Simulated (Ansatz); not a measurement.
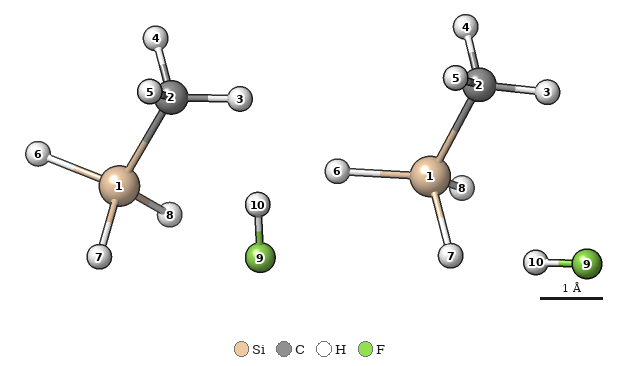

Two geometries of CH7FSi, drawn at one scale. One is the start of a relaxation, the other its converged end. Style: ball-and-stick. Shown at a tilt.

These are results of RKS PBE-D4/def2-SVPD (Ansatz), not measurements. Set-up: no spin polarisation; force threshold 0.03 eV/Å; at most 50 steps.

Q: Which geometry has the lower energy?

A: The right one is the relaxed one. The run prepares an end point of a later path (reaction) calculation, from a guessed geometry. The energy falls by 24.5 kJ/mol in 20 accepted moves (24 points after the start). The largest force component goes from 0.55 to 0.0079 eV/Å. The line search rejected the trial steps at points 5, 9, 13, 19 of the run. H10 moves most after the best rigid fit: 1.06 Å. By element the largest moves are H 1.06 Å, F 0.82 Å, C 0.24 Å, Si 0.18 Å. Near-neighbour distances that change, for instance: Si1–H7 1.499 → 1.520 Å, F9–H10 0.931 → 0.945 Å, Si1–H6 1.509 → 1.501 Å, C2–H3 1.111 → 1.107 Å. Among the angles between lasting bonds that change: C2–Si1–H6 107.0° → 112.4°, H7–Si1–H8 111.1° → 106.5°, Si1–C2–H3 115.1° → 110.8°. Groups turn about Si1–C2 by about 30°. The run took 28 s on 4 threads of Arm Neoverse V1, on a shared host, peak memory 0.15 GiB.
